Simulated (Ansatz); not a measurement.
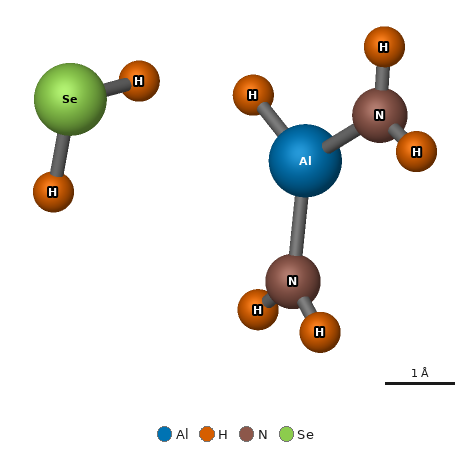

*The input geometry (ball-and-stick view, seen at a tilt). Sticks mark near contacts.*

Bond lengths as drawn: Al–H 1.55 Å, Al–N 1.79 Å, H–N 1.02 Å and H–Se 1.48 to 1.50 Å.

## Run report: AlN2H7Se, geometry relaxation (part 1 of 2)

System: AlN2H7Se.
Method: RKS PBE-D4/def2-SVP (Ansatz 0.2.0).

It belongs to a series of runs on one base structure; here: end point A relaxed.

## What the program printed
```
The last accepted step is kept in [file] (removed where the run ends without a failure and the disk answers)
Engine: ansatz 0.2.0, aarch64-unknown-linux-gnu
Functional definition: PBE
  parameter kappa = 0.804
  parameter beta = 0.06672455060314922
  exchange = pbe_x(kappa = kappa, mu = beta*pi^2/3)
  correlation = pbe_c(beta = beta)
1289 factors; their error is unknown
mean field evaluation 1: about -74995.7449 eV, gradient 9.0e1 eV
mean field evaluation 2: about -74888.5521 eV, gradient 1.8e2 eV
mean field evaluation 4: about -75011.3614 eV, gradient 2.0e1 eV
mean field evaluation 8: about -75012.4220 eV, gradient 3.9e-1 eV
mean field evaluation 16: about -75012.2846 eV, gradient 2.5e-3 eV
mean field -75012.28464996 eV, -2756.6506157332 hartree, gradient 2.2e-5 eV, S^2 0.000000; 0 other end points of the search recorded, 0 dependent functions left out
the calculation of the forces begins
reference -75012.28469236 eV, -2756.6506172913 hartree; 34, 34 occupied and 79, 79 virtual orbitals, 1289 factors
relax step   1: F+E_penalty+E_count = -75012.47551672 eV  Δ(F+E_penalty+E_count) = +0.000e0 eV  max|allowed force component| = 6.046e-1 eV/Å  Δτ_max = 0.0000 Å  (29 SCF iters, accepted)
these checks for a lower state are left out or cut short: starts, cluster_reference, orbital_swaps, neighbouring_geometries, increment
1289 factors; their error is unknown
mean field -75012.32040815 eV, -2756.6519298225 hartree, gradient 8.5e-6 eV, S^2 0.000000; 0 other end points of the search recorded, 0 dependent functions left out
[... from here on the field's lines of each further geometry are left out, up to the last ...]
relax step   2: F+E_penalty+E_count = -75012.50231376 eV  Δ(F+E_penalty+E_count) = -2.680e-2 eV  max|allowed force component| = 1.809e-1 eV/Å  Δτ_max = 0.1943 Å  (29 SCF iters, accepted)
relax step   3: F+E_penalty+E_count = -75012.50994150 eV  Δ(F+E_penalty+E_count) = -7.628e-3 eV  max|allowed force component| = 8.979e-2 eV/Å  Δτ_max = 0.0713 Å  (28 SCF iters, accepted)
relax step   4: F+E_penalty+E_count = -75012.52197219 eV  Δ(F+E_penalty+E_count) = -1.203e-2 eV  max|allowed force component| = 1.085e-1 eV/Å  Δτ_max = 0.1464 Å  (29 SCF iters, accepted)
relax step   5: F+E_penalty+E_count = -75012.52820077 eV  Δ(F+E_penalty+E_count) = -6.229e-3 eV  max|allowed force component| = 6.987e-1 eV/Å  Δτ_max = 0.1950 Å  (28 SCF iters, accepted)
relax step   6: F+E_penalty+E_count = -75012.55498228 eV  Δ(F+E_penalty+E_count) = -2.678e-2 eV  max|allowed force component| = 4.060e-1 eV/Å  Δτ_max = 0.1194 Å  (29 SCF iters, accepted)
relax step   7: F+E_penalty+E_count = -75012.58776648 eV  Δ(F+E_penalty+E_count) = -3.278e-2 eV  max|allowed force component| = 1.661e-1 eV/Å  Δτ_max = 0.1945 Å  (27 SCF iters, accepted)
relax step   8: F+E_penalty+E_count = -75012.62069289 eV  Δ(F+E_penalty+E_count) = -3.293e-2 eV  max|allowed force component| = 2.129e-1 eV/Å  Δτ_max = 0.1951 Å  (28 SCF iters, accepted)
relax step   9: F+E_penalty+E_count = -75012.65711861 eV  Δ(F+E_penalty+E_count) = -3.643e-2 eV  max|allowed force component| = 4.154e-1 eV/Å  Δτ_max = 0.1950 Å  (28 SCF iters, accepted)
relax step  10: F+E_penalty+E_count = -75012.69500305 eV  Δ(F+E_penalty+E_count) = -3.788e-2 eV  max|allowed force component| = 2.411e-1 eV/Å  Δτ_max = 0.1951 Å  (29 SCF iters, accepted)
relax step  11: F+E_penalty+E_count = -75012.73615435 eV  Δ(F+E_penalty+E_count) = -4.115e-2 eV  max|allowed force component| = 2.581e-1 eV/Å  Δτ_max = 0.1952 Å  (29 SCF iters, accepted)
relax step  12: F+E_penalty+E_count = -75012.78712589 eV  Δ(F+E_penalty+E_count) = -5.097e-2 eV  max|allowed force component| = 5.384e-1 eV/Å  Δτ_max = 0.1915 Å  (35 SCF iters, accepted)
relax step  13: F+E_penalty+E_count = -75012.92275175 eV  Δ(F+E_penalty+E_count) = -1.356e-1 eV  max|allowed force component| = 1.277e0 eV/Å  Δτ_max = 0.1943 Å  (34 SCF iters, accepted)
relax step  14: F+E_penalty+E_count = -75013.27391675 eV  Δ(F+E_penalty+E_count) = -3.512e-1 eV  max|allowed force component| = 1.622e0 eV/Å  Δτ_max = 0.1661 Å  (34 SCF iters, accepted)
relax step  15: F+E_penalty+E_count = -75013.48683208 eV  Δ(F+E_penalty+E_count) = -2.129e-1 eV  max|allowed force component| = 2.930e0 eV/Å  Δτ_max = 0.1950 Å  (34 SCF iters, accepted)
relax step  16: F+E_penalty+E_count = -75013.76451930 eV  Δ(F+E_penalty+E_count) = -2.777e-1 eV  max|allowed force component| = 1.607e0 eV/Å  Δτ_max = 0.1998 Å  (28 SCF iters, accepted)
relax step  17: F+E_penalty+E_count = -75013.85026332 eV  Δ(F+E_penalty+E_count) = -8.574e-2 eV  max|allowed force component| = 1.175e0 eV/Å  Δτ_max = 0.1948 Å  (28 SCF iters, accepted)
relax step  18: F+E_penalty+E_count = -75013.93447581 eV  Δ(F+E_penalty+E_count) = -8.421e-2 eV  max|allowed force component| = 1.808e-1 eV/Å  Δτ_max = 0.1989 Å  (28 SCF iters, accepted)
relax step  19: F+E_penalty+E_count = -75013.91203612 eV  Δ(F+E_penalty+E_count) = +2.244e-2 eV  max|allowed force component| = 7.149e-1 eV/Å  Δτ_max = 0.1759 Å  (35 SCF iters, rejected (line search))
relax step  20: F+E_penalty+E_count = -75013.95324033 eV  Δ(F+E_penalty+E_count) = -1.876e-2 eV  max|allowed force component| = 1.733e-1 eV/Å  Δτ_max = 0.0859 Å  (29 SCF iters, accepted)
relax step  21: F+E_penalty+E_count = -75013.96089337 eV  Δ(F+E_penalty+E_count) = -7.653e-3 eV  max|allowed force component| = 3.322e-1 eV/Å  Δτ_max = 0.0998 Å  (28 SCF iters, accepted)
relax step  22: F+E_penalty+E_count = -75013.96688612 eV  Δ(F+E_penalty+E_count) = -5.993e-3 eV  max|allowed force component| = 1.951e-1 eV/Å  Δτ_max = 0.1500 Å  (28 SCF iters, accepted)
relax step  23: F+E_penalty+E_count = -75013.90827676 eV  Δ(F+E_penalty+E_count) = +5.861e-2 eV  max|allowed force component| = 8.186e-1 eV/Å  Δτ_max = 0.1436 Å  (28 SCF iters, rejected (line search))
relax step  24: F+E_penalty+E_count = -75013.97371295 eV  Δ(F+E_penalty+E_count) = -6.827e-3 eV  max|allowed force component| = 1.241e-1 eV/Å  Δτ_max = 0.0700 Å  (28 SCF iters, accepted)
relax step  25: F+E_penalty+E_count = -75013.97458775 eV  Δ(F+E_penalty+E_count) = -8.748e-4 eV  max|allowed force component| = 3.574e-2 eV/Å  Δτ_max = 0.0358 Å  (29 SCF iters, accepted)
relax step  26: F+E_penalty+E_count = -75013.97496374 eV  Δ(F+E_penalty+E_count) = -3.760e-4 eV  max|allowed force component| = 3.031e-2 eV/Å  Δτ_max = 0.0258 Å  (29 SCF iters, accepted)
the calculation of the forces begins
reference -75013.74809099 eV, -2756.7043961991 hartree; 34, 34 occupied and 79, 79 virtual orbitals, 1289 factors
relax step  27: F+E_penalty+E_count = -75013.97513917 eV  Δ(F+E_penalty+E_count) = -1.754e-4 eV  max|allowed force component| = 2.425e-2 eV/Å  Δτ_max = 0.0183 Å  (29 SCF iters, accepted)
1289 factors; their error is unknown
mean field evaluation 224: about -75013.7481 eV, gradient 2.3e-3 eV
```

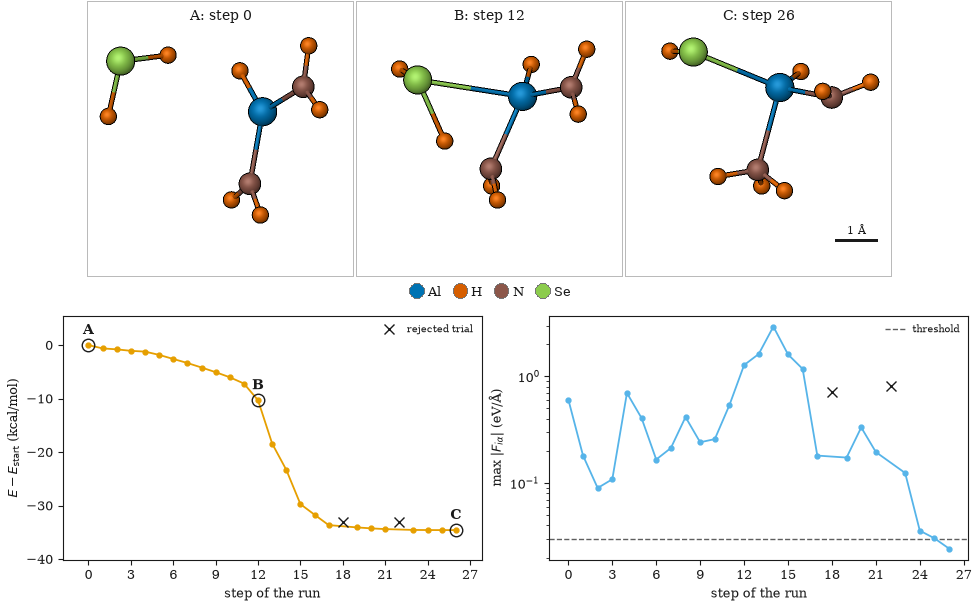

*Frames of the relaxation (ball-and-stick view, seen at a tilt) above the curves, on which the letters mark them (the first geometry is step 0 here and step 1 in the log).*

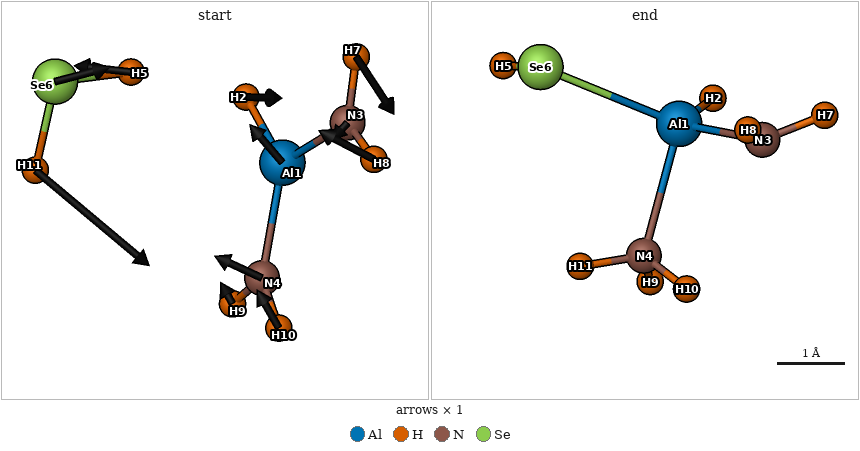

*Before (left) and after (right) the relaxation, at one scale (ball-and-stick view, seen at a tilt). The black arrows give the displacements, at true length.*

Over 26 geometry steps the energy falls by 34.6 kcal/mol. Largest force component: 0.6 eV/Å at the start, 0.024 eV/Å at the end. The line search rejected the trial steps at points 18, 22 (counted from 0) and went back. The atom that moves furthest after the best rigid fit is H11 (2.27 Å). By element the largest moves are H 2.27 Å, Se 0.90 Å, N 0.81 Å, Al 0.78 Å. Among the contacts that change: N4–H11 3.812 → 1.031 Å, Se6–H11 1.484 → 3.157 Å, Al1–Se6 3.708 → 2.401 Å, Al1–N4 1.789 → 2.081 Å. New bonds form: Al1–Se6 (3.71 → 2.40 Å), N4–H11 (3.81 → 1.03 Å). Bonds break: Se6–H11 (1.48 → 3.16 Å). Among the angles that change: N3–Al1–N4 121.6° → 97.7°, Al1–N4–H10 126.8° → 103.6°, H2–Al1–N4 118.6° → 101.9°. (Atoms are counted from 1 in the order of the input.)

```
mean field -75013.74805132 eV, -2756.7043947414 hartree, gradient 2.1e-5 eV, S^2 0.000000; 1 other end points of the search recorded, 0 dependent functions left out
the calculation of the forces begins
reference -75013.74809099 eV, -2756.7043961991 hartree; 34, 34 occupied and 79, 79 virtual orbitals, 1289 factors
Total energy: -75013.97517884 eV, -2756.7127415237 hartree
Atom 0 at     0.535175     0.325174    -0.338455 Å, force     0.008762    -0.003918    -0.000977 eV/Å
Atom 1 at     0.845072     0.278227    -1.914412 Å, force    -0.003345    -0.000120    -0.002087 eV/Å
Atom 2 at     1.501653    -0.777299     0.752305 Å, force     0.021979     0.001487     0.016367 eV/Å
Atom 3 at    -1.277004    -0.691529    -0.228448 Å, force     0.000789    -0.002155    -0.009560 eV/Å
Atom 4 at    -0.792094     2.855397    -0.571422 Å, force     0.002237    -0.003817     0.006768 eV/Å
Atom 5 at    -0.129716     2.396939     0.677597 Å, force    -0.006408     0.003772    -0.004385 eV/Å
Atom 6 at     2.371507    -1.181493     0.389260 Å, force    -0.016222     0.006252     0.011743 eV/Å
Atom 7 at     1.664390    -0.545835     1.738133 Å, force    -0.001708    -0.007652    -0.024253 eV/Å
Atom 8 at    -1.684268    -1.006553    -1.119917 Å, force    -0.001970     0.000860     0.001186 eV/Å
Atom 9 at    -1.055113    -1.523791     0.340710 Å, force    -0.001269     0.004549     0.001060 eV/Å
Atom 10 at    -1.979504    -0.129038     0.274649 Å, force    -0.002845     0.000741     0.004138 eV/Å
Dipole moment:    -0.647066    -0.789932    -0.020828 e Å
```

## Trajectory as extended XYZ (Å, eV, eV/Å), 9 of the 27 frames kept, from step=1 to step=27
```
11
Properties=species:S:1:pos:R:3:forces:R:3 step=1 energy=-75012.47552
Al    0.4157   -0.4693   -0.4416   -0.1020  -0.5131   0.5979
H     0.5302    0.6293   -1.5230    0.1108   0.4508  -0.6046
N     1.8170   -0.8322    0.6047    0.0298   0.0020   0.0165
N    -1.1061   -1.4022   -0.3274   -0.0016  -0.0038  -0.0063
H    -0.1446    2.1591   -0.5708   -0.1108   0.1677   0.1801
Se   -0.7601    2.8927    0.5899    0.0730  -0.1176  -0.1441
H     2.6709   -0.2698    0.6126   -0.0160  -0.0227  -0.0003
H     1.8528   -1.5175    1.3628   -0.0114   0.0250  -0.0335
H    -1.8766   -1.3094   -0.9924    0.0029  -0.0046   0.0125
H    -1.3383   -2.1128    0.3701    0.0144   0.0259  -0.0251
H    -2.0608    2.2322    0.3149    0.0108  -0.0096   0.0068
```
